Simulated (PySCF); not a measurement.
Vertical excitations of a molecule C2H6N2OSi from PySCF with TDDFT-PBE/def2-SVPD, as energy in eV (oscillator strength): 6.02 (0.051), 6.29 (0.016), 6.42 (0.009), 6.49 (0.002), 6.82 (0.032), 6.88 (0.009), 6.99 (0.009), 7.14 (0.014), 7.16 (0.010), 7.32 (0.033). Lowest triplet (TDA): 5.70 eV. The structure is a stationary point at B3LYP-D3(BJ)/def2-SVP. One conformer was computed; it need not be the lowest.

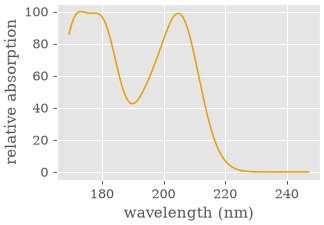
Figure: The lines broadened by 0.4 eV.

Question: Pick the molecule that these values belong to.
(A) C[Si@@H](N)N=C=O
(B) N[Si@@H]1CN=CO1
(C) N[SiH2]C1=NCO1
(D) N[SiH2][C@H]1N=CO1

Answer: A, C[Si@@H](N)N=C=O
